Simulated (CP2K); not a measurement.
# doublet BSiH4OF+ at 3 levels

Wanted: a comparison of 3 runs (UB3LYP/6-31G*, PM3, PM6) of doublet BSiH4OF+. 

The calculation is run with CP2K 2026.2.

7 further runs of the same task are left out: 4 that didn't finish, 3 set aside as unsound or not needed. Runs told in other sessions of the task aren't counted.

## (1) The structure to begin with

The species is BSiH4OF+ (8 atoms), meant as a doublet with charge +1. SMILES of the parent species: `FBO[SiH3]`. The shape is that of a PBE0-D4/def2-TZVP optimisation. This is one conformer, not always the lowest. That shape belongs to the parent species and isn't relaxed for this state.

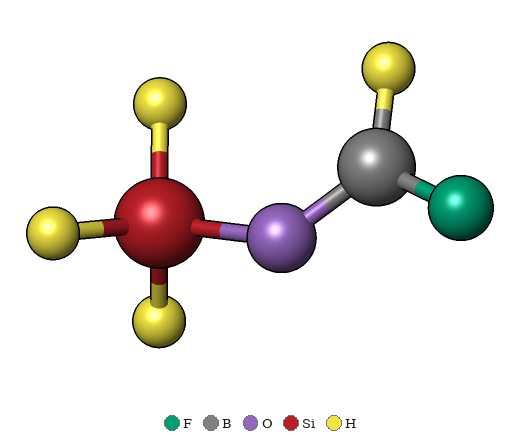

The structure, seen from a chosen angle (fluorine teal, boron grey, oxygen purple, silicon red, hydrogen yellow).

## (2) The energy at UB3LYP/6-31G(d) (spherical functions) (run 1)

qs.inp reads:

```
&GLOBAL
    PROJECT_NAME qs
    RUN_TYPE ENERGY
    PRINT_LEVEL MEDIUM
&END GLOBAL

&FORCE_EVAL
    METHOD Quickstep
    &DFT
        BASIS_SET_FILE_NAME ./6_31gs.basis
        POTENTIAL_FILE_NAME POTENTIAL
        CHARGE 1
        MULTIPLICITY 2
        UNRESTRICTED_KOHN_SHAM T
        # Quickstep
        &QS
            METHOD GAPW
            EPS_DEFAULT 1.0E-10
        &END QS
        &MGRID
            CUTOFF 280
            REL_CUTOFF 50
            NGRIDS 4
        &END MGRID
        # no periodic images
        &POISSON
            PERIODIC NONE
            POISSON_SOLVER MULTIPOLE
        &END POISSON
        &SCF
            SCF_GUESS ATOMIC
            EPS_SCF 1.0E-05
            MAX_SCF 40
            &OT
                MINIMIZER CG
                PRECONDITIONER FULL_ALL
            &END OT
            &OUTER_SCF
                EPS_SCF 1.0E-05
                MAX_SCF 5
            &END OUTER_SCF
        &END SCF
        &XC
            &XC_FUNCTIONAL
                &HYB_GGA_XC_B3LYP
                &END HYB_GGA_XC_B3LYP
            &END XC_FUNCTIONAL
            # exact exchange
            &HF
                FRACTION 0.2
                &SCREENING
                    EPS_SCHWARZ 1.0E-10
                &END SCREENING
                &MEMORY
                    MAX_MEMORY 1050
                &END MEMORY
            &END HF
        &END XC
        &PRINT
            &MOMENTS
                PERIODIC F
                REFERENCE COM
                MAX_MOMENT 1
            &END MOMENTS
            &MO_CUBES
                NLUMO 2
                NHOMO -1
                WRITE_CUBE F
            &END MO_CUBES
            &LOWDIN ON
            &END LOWDIN
            &HIRSHFELD OFF
            &END HIRSHFELD
        &END PRINT
    &END DFT
    # structure
    &SUBSYS
        &CELL
            ABC 10 10.2 10.9
            PERIODIC NONE
        &END CELL
        &COORD
            F     -1.599400    -1.699200     1.426100
            B     -0.685400    -0.787600     1.133000
            O     -0.487500    -0.477100    -0.157600
            Si     0.521000     0.572800    -0.945400
            H     -0.075300    -0.278500     2.029800
            H     -0.317100     1.531000    -1.702400
            H      1.370700     1.295700     0.034600
            H      1.365000    -0.214300    -1.873700
        &END COORD
        &TOPOLOGY
            &CENTER_COORDINATES
            &END CENTER_COORDINATES
        &END TOPOLOGY
        &KIND F
            BASIS_SET 6-31Gs
            POTENTIAL ALL
            LEBEDEV_GRID 194
            RADIAL_GRID 100
        &END KIND
        &KIND B
            BASIS_SET 6-31Gs
            POTENTIAL ALL
            LEBEDEV_GRID 194
            RADIAL_GRID 100
        &END KIND
        &KIND O
            BASIS_SET 6-31Gs
            POTENTIAL ALL
            LEBEDEV_GRID 194
            RADIAL_GRID 100
        &END KIND
        &KIND Si
            BASIS_SET 6-31Gs
            POTENTIAL ALL
            LEBEDEV_GRID 194
            RADIAL_GRID 100
        &END KIND
        &KIND H
            BASIS_SET 6-31Gs
            POTENTIAL ALL
            LEBEDEV_GRID 194
            RADIAL_GRID 100
        &END KIND
    &END SUBSYS
&END FORCE_EVAL
```

Command:

```
$ OMP_NUM_THREADS=1 cp2k.psmp -i qs.inp -o qs.out
```

The log of the run:

```text
CP2K| version string:                                       CP2K version 2026.2
[...]
 GLOBAL| Method name                                                        CP2K
[...]
 GLOBAL| Run type                                                         ENERGY
[...]
 DFT| Spin unrestricted (spin-polarized) Kohn-Sham calculation               UKS
 DFT| Multiplicity                                                             2
[...]
 DFT| Charge                                                                   1
[...]
 FUNCTIONAL| HYB_GGA_XC_B3LYP:
[...]
 QS| Method:                                                                GAPW
[...]
 QS| Density cutoff [a.u.]:                                                140.0
[...]
 QS| Relative density cutoff [a.u.]:                                        25.0
[...]
                             - Atoms:                                          8
[...]
                             - Spherical basis functions:                     68
[...]
 Number of electrons:                                                         20
[...]
     1 OT CG       0.15E+00    7.0     0.18730361      -473.7486729920 -4.74E+02
[...]
    35 OT CG       0.67E+00    2.9     0.00000801      -491.5266331790 -1.24E-07
  *** SCF run converged in    35 steps ***
[...]
  Overlap energy of the core charge distribution:               0.00001565303500
  Self energy of the core charge distribution:               -325.02815080167875
  Core Hamiltonian energy:                                   -177.51504426885987
  Hartree energy:                                              84.74744344291582
  Exchange-correlation energy:                                -12.35064961864068
  Hartree-Fock Exchange energy:                                -8.73588343139066
[...]
 ENERGY| Total FORCE_EVAL ( QS ) energy [hartree]           -491.526633178999418
[...]
```

It took 5.8 min on 1 thread of Arm Neoverse V1, shared host; peak memory 0.83 GiB.

## (3) The energy at PM3 (run 2)

molecule.inp reads:

```
&global
  project molecule
  run_type ENERGY
  print_level MEDIUM
&end global
&force_eval
  method QS
  &dft
    charge 1
    multiplicity 2
    lsd T
    &qs
      method PM3
      eps_default 1.0E-10
      &se
        &coulomb
          cutoff [angstrom] 50
          rc_range [angstrom] 0
        &end coulomb
        &exchange
          cutoff [angstrom] 50
          rc_range [angstrom] 0
        &end exchange
      &end se
    &end qs
    &poisson
      periodic NONE
      poisson_solver ANALYTIC
    &end poisson
    &scf
      scf_guess ATOMIC
      eps_scf 1.0E-06
      max_scf 150
      added_mos 4
      &diagonalization
        algorithm STANDARD
      &end diagonalization
      &mixing
        method DIRECT_P_MIXING
        alpha 0.4
      &end mixing
    &end scf
    &print
      &moments
        periodic F
        reference COM
        max_moment 1
      &end moments
      &mo ON
        energies T
        occupation_numbers T
        ndigits 6
        &each
          qs_scf 0
        &end each
        add_last NUMERIC
      &end mo
      &hirshfeld OFF
      &end hirshfeld
    &end print
  &end dft
  &subsys
    &cell
      abc 15 15.2 15.9
      periodic NONE
    &end cell
    &coord
      UNIT bohr
      F     -3.0224280    -3.2110226     2.6949384
      B     -1.2952183    -1.4883483     2.1410597
      O     -0.9212415    -0.9015883    -0.2978208
      Si     0.9845473     1.0824351    -1.7865471
      H     -0.1422964    -0.5262887     3.8357661
      H     -0.5992322     2.8931707    -3.2170698
      H      2.5902476     2.4485181     0.0653845
      H      2.5794762    -0.4049683    -3.5407798
    &end coord
    &topology
      &center_coordinates
      &end center_coordinates
    &end topology
  &end subsys
&end force_eval
```

Command:

```
$ OMP_NUM_THREADS=1 cp2k.psmp -i molecule.inp -o molecule.out
```

The log of the run:

```text
CP2K| version string:                                       CP2K version 2026.2
[...]
 GLOBAL| Method name                                                        CP2K
[...]
 GLOBAL| Run type                                                         ENERGY
[...]
                             - Atoms:                                          8
[...]
                             - Spherical basis functions:                     20
[...]
 Number of electrons:                                                         12
[...]
     1 P_Mix/Diag. 0.40E+00    0.0     0.34446201       -29.3914011480 -2.94E+01
[...]
    31 DIIS/Diag.  0.32E-06    0.0     0.00000042       -33.7834125377 -8.99E-12
  *** SCF run converged in    31 steps ***
  Core-core repulsion energy [eV]:                           1241.84881401982420
  Core Hamiltonian energy [eV]:                             -1508.70310550385966
  Two-electron integral energy [eV]:                        -1304.87823013001230
  Electronic energy [eV]:                                   -2161.14222056886592
  Total energy [eV]:                                         -919.29340654904161
  Atomic reference energy [eV]:                               922.07474572940293
  Heat of formation [kcal/mol]:                                64.13921028719483
[...]
 SE_DIPOLE| Moment [Debye]         -3.56208851      -3.85897622       4.27931445
 SE_DIPOLE| Derivative [a.u.]       0.00000000       0.00000000       0.00000000
 ENERGY| Total FORCE_EVAL ( QS ) energy [hartree]            -33.783412537747417
[...]
```

Run time: 0.32 s. Hardware: 1 thread of Arm Neoverse V1, shared host.

## (4) The energy at PM6 (run 3)

molecule.inp reads:

```
&GLOBAL
 PROJECT_NAME molecule
 RUN_TYPE ENERGY
 PRINT_LEVEL MEDIUM
&END GLOBAL

&FORCE_EVAL
 METHOD QUICKSTEP
 &DFT
  CHARGE 1
  MULTIPLICITY 2
  UKS T
  &QS
   METHOD PM6
   EPS_DEFAULT 1.0E-10
   &SE
    &COULOMB
     CUTOFF [angstrom] 50
     RC_RANGE [angstrom] 0
    &END COULOMB
    &EXCHANGE
     CUTOFF [angstrom] 50
     RC_RANGE [angstrom] 0
    &END EXCHANGE
   &END SE
  &END QS
  &POISSON
   PERIODIC NONE
   POISSON_SOLVER ANALYTIC
  &END POISSON
  &SCF
   SCF_GUESS ATOMIC
   EPS_SCF 1.0E-06
   MAX_SCF 80
   ADDED_MOS 2
   &DIAGONALIZATION
    ALGORITHM STANDARD
   &END DIAGONALIZATION
   &MIXING
    METHOD DIRECT_P_MIXING
    ALPHA 0.4
   &END MIXING
  &END SCF
  &PRINT
   &MOMENTS
    PERIODIC F
    REFERENCE COM
    MAX_MOMENT 1
   &END MOMENTS
   &MO ON
    ENERGIES T
    OCCUPATION_NUMBERS T
    NDIGITS 6
    &EACH
     QS_SCF 0
    &END EACH
    ADD_LAST NUMERIC
   &END MO
   &HIRSHFELD OFF
   &END HIRSHFELD
  &END PRINT
 &END DFT
 &SUBSYS
  &CELL
   ABC 11 11.2 11.9
   PERIODIC NONE
  &END CELL
  &COORD
   F      4.014950     3.984900     7.298050
   B      4.928950     4.896500     7.004950
   O      5.126850     5.207000     5.714350
   Si     6.135350     6.256900     4.926550
   H      5.539050     5.405600     7.901750
   H      5.297250     7.215100     4.169550
   H      6.985050     6.979800     5.906550
   H      6.979350     5.469800     3.998250
  &END COORD
 &END SUBSYS
&END FORCE_EVAL
```

Command:

```
$ OMP_NUM_THREADS=1 cp2k.psmp -i molecule.inp > molecule.out 2>&1
```

The log of the run:

```text
CP2K| version string:                                       CP2K version 2026.2
[...]
 GLOBAL| Method name                                                        CP2K
[...]
 GLOBAL| Run type                                                         ENERGY
[...]
                             - Atoms:                                          8
[...]
                             - Spherical basis functions:                     25
[...]
 Number of electrons:                                                         12
[...]
     1 P_Mix/Diag. 0.40E+00    0.0     0.40481476       -29.6416879974 -2.96E+01
[...]
    30 DIIS/Diag.  0.17E-06    0.0     0.00000082       -34.4701181118  6.24E-12
  *** SCF run converged in    30 steps ***
  Core-core repulsion energy [eV]:                           1230.35335635247770
  Core Hamiltonian energy [eV]:                             -1540.17841001133615
  Two-electron integral energy [eV]:                        -1256.30912372309717
  Electronic energy [eV]:                                   -2168.33297187288463
  Total energy [eV]:                                         -937.97961552040704
  Atomic reference energy [eV]:                               941.26162472940291
  Heat of formation [kcal/mol]:                                75.68493634528677
[...]
 SE_DIPOLE| Moment [Debye]         -5.15484103      -5.56060970       6.09400698
 SE_DIPOLE| Derivative [a.u.]       0.00000000       0.00000000       0.00000000
 ENERGY| Total FORCE_EVAL ( QS ) energy [hartree]            -34.470118111777353
[...]
```

Run time: 0.32 s. Hardware: 1 thread of Arm Neoverse V1, shared host.

## (5) All runs side by side

| run | level | scheme | SCF convergence threshold | energy (Eh) | HOMO energy (eV) | LUMO energy (eV) | wall time |
| --- | --- | --- | --- | --- | --- | --- | --- |
| 1 | UB3LYP/6-31G* (spherical functions) | GAPW | 1e-05 | -491.526633 | -15.28 | -14.02 | 5.8 min |
| 2 | PM3 | – | 1e-06 | -33.783413 | -15.90 | -9.61 | 0.32 s |
| 3 | PM6 | – | 1e-06 | -34.470118 | -15.93 | -10.62 | 0.32 s |

## (6) Outcome

```
                                 quantity          value
                      run 3: total energy   -34.47012 Eh
run 3: HOMO energy (highest over α and β)      -15.93 eV
 run 3: LUMO energy (lowest over α and β)      -10.62 eV
                 run 3: heat of formation  75.7 kcal/mol
```

Force-field and semi-empirical energies have zeros of their own, so their totals don't compare. All runs together took 5.8 min, the longest 5.8 min.
